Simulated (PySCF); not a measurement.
## A study: C4H5NO, SMILES `O=CNC1C=C1`

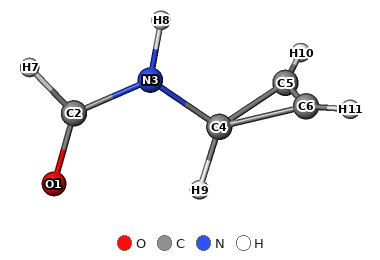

The molecule, with its atoms numbered as below. No frequency check shows the geometry to be a minimum.

Cartesian coordinates (Å):

```
O1      -2.1726   -0.7082    0.0006
C2      -1.6874    0.3954   -0.0006
N3      -0.3710    0.6754   -0.0005
C4       0.6415   -0.3492    0.0012
C5       1.9573   -0.0874   -0.6526
C6       1.9577   -0.0849    0.6521
H7      -2.3014    1.3172   -0.0017
H8      -0.0571    1.6336   -0.0022
H9       0.1745   -1.3262    0.0033
H10      2.4726    0.0317   -1.5740
H11      2.4736    0.0377    1.5728
```

### 1. Bonding charge

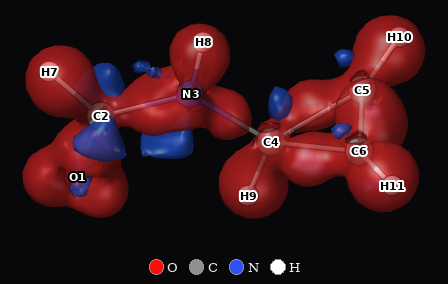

Deformation density (molecule less spherical, spin-averaged free atoms at the same positions), surfaces at ±0.14 e/Å³; red: gain, blue: loss.

PySCF calculation, CAM-B3LYP/def2-SVPD, gas phase; geometry: GFN2-xTB.

Question: Describe the bonding that the map shows.

Answer: N3–H8: +0.86 e/Å³ at the bond critical point (bond length 1.01 Å). C4–H9: +0.80 e/Å³ at the bond critical point (bond length 1.08 Å). C2–H7: +0.76 e/Å³ at the bond critical point (bond length 1.11 Å). C6–H11 and C5–H10: +0.76 e/Å³ at the bond critical point (bond length 1.06 Å). O1–C2: +0.68 e/Å³ at the bond critical point (bond length 1.21 Å). C5–C6: +0.63 e/Å³ at the bond critical point (bond length 1.30 Å). C2–N3: +0.46 e/Å³ at the bond critical point (bond length 1.35 Å). C4–C6 and C4–C5: +0.32 e/Å³ at the bond critical point (bond length 1.49 Å). N3–C4: +0.28 e/Å³ at the bond critical point (bond length 1.44 Å). In all, 2.6 electrons gather in the regions of gain relative to the promolecule.

Question: Where do the Hirshfeld charges lie?

Answer: The highest Hirshfeld charge is on C2 (+0.14 e), the lowest on O1 (−0.32 e).

### 2. Bond critical points

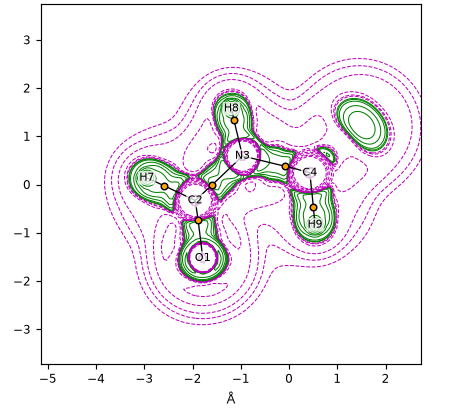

Negative Laplacian of the density (−∇²ρ) in the plane of O1, C2, N3, C4, H7, H8 and H9 (solid green lines positive, dashed magenta lines negative, contours at ±0.02 to ±8 a.u.), with bond paths and bond critical points (dots).

Question: At which bond critical points in this plane is charge locally concentrated, and at which depleted?

Answer: Concentrated (∇²ρ < 0): N3–H8 (−1.59 a.u.); C2–N3 (−1.00 a.u.); C4–H9 (−1.16 a.u.); C2–H7 (−1.07 a.u.); N3–C4 (−0.77 a.u.). Depleted (∇²ρ > 0): O1–C2 (+0.12 a.u., H = −0.754). A positive Laplacian with clearly negative H marks a strongly polar covalent bond, whose critical point lies close to the core of the less electronegative atom.

Question: Where along N3–H8 does the critical point lie?

Answer: 0.77 Å from N3 and 0.24 Å from H8.

### 3. Electrostatic potential

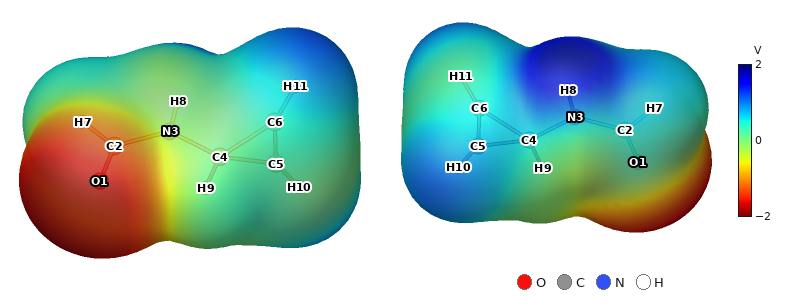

Electrostatic potential on the surface of electron density 0.001 a.u. (back view left, front view right).

Question: Where are the extremes of the potential on the surface?

Answer: Highest: 1.85 V, 1.2 Å from H8. Further maxima include 1.18 V, 1.3 Å from H10, and at like points elsewhere; 0.28 V, 1.4 Å from H9. Lowest: −1.96 V, 1.8 Å from O1. Further minima include −0.11 V, off the C5–C6 bond (2.2 Å from its atoms); 0.12 V, off the C5–C6 bond (2.2 Å from its atoms). The surface is sampled at points, so like sites can differ by a few per cent and only the strongest of them is named.

### 4. Magnetic shielding

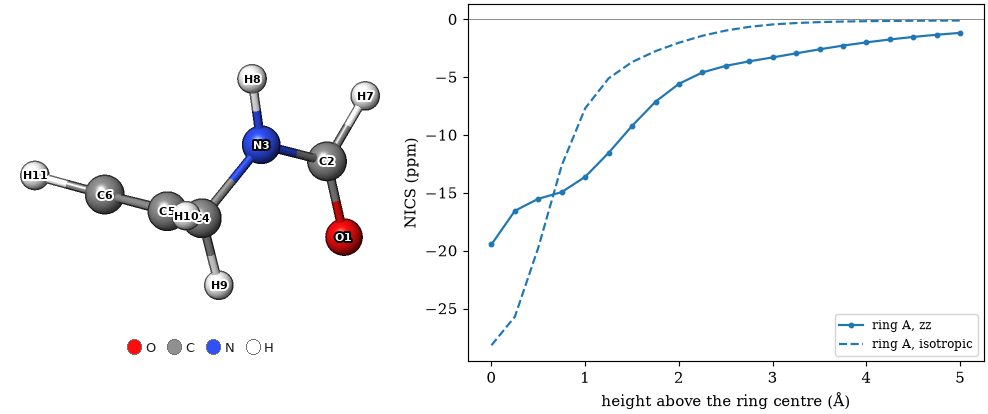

GIAO NICS scans along the ring normals; ring A: 3-membered ring C4/C5/C6.

Method: PBE/6-31+G*; geometry: GFN2-xTB; program: PySCF.

Question: Read the scans.

Answer: Ring A is shielded above its centre; in a three-membered ring σ bonds weigh heavily, so the values alone don't measure π aromaticity: NICSzz reaches −19.5 ppm at 0.00 Å; NICS(0) = −28.2, NICS(1) = −7.7 and −8.3, NICS(1)zz = −13.6 and −19.2 (two faces) ppm.

Question: What absolute proton shieldings does the same calculation give?

Answer: From 23.9 ppm (H7) to 28.6 ppm (H8).

The PySCF runs shown took 50 s and 75 s on 1 thread of Intel(R) Xeon(R) Processor @ 2.50GHz (Skylake/Cascade Lake) (shared host).
